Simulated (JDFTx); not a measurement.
- surface: Tl(1 0 -1 0)
- bulk: Tl, P6_3/mmc, lattice of mp-82 (not re-optimised)
- slab: 6 atoms in 6 planes, 1x1, 7.1 Å between the outermost planes
- in-plane cell: 3.497 × 5.647 Å, 19.75 Å²
- cell height: 23.1 Å
- sampling: 6×4×1 k mesh, Fermi smearing 0.01 Ha, no spin polarisation

Method: PBE, GBRV ultrasoft potentials, plane waves to 20/100 Ha, in JDFTx (a modified build). Liquid on both sides: linear PCM (GLSSA13), water, 1 M NaF; nuclei fixed, outer atoms relaxed in vacuum. Potentials refer to SHE, placed 4.44 V below the bulk liquid's zero by convention. The model has bare, unreconstructed faces and no explicit solvent. Convergence in thickness and k mesh wasn't tested for this slab.

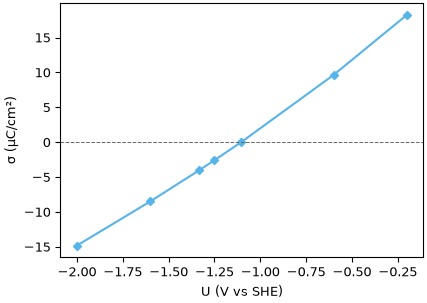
Fig. 1. Surface charge density of Tl(1 0 -1 0) against potential

**Question.** Read off the potential of zero charge and the mean capacitance σ/(U − U_pzc) at the computed points next to it.

**Answer.** U_pzc ≈ -1.1 V. At -1.25 V it is about 18 μF/cm². At -0.60 V it is about 19 μF/cm².
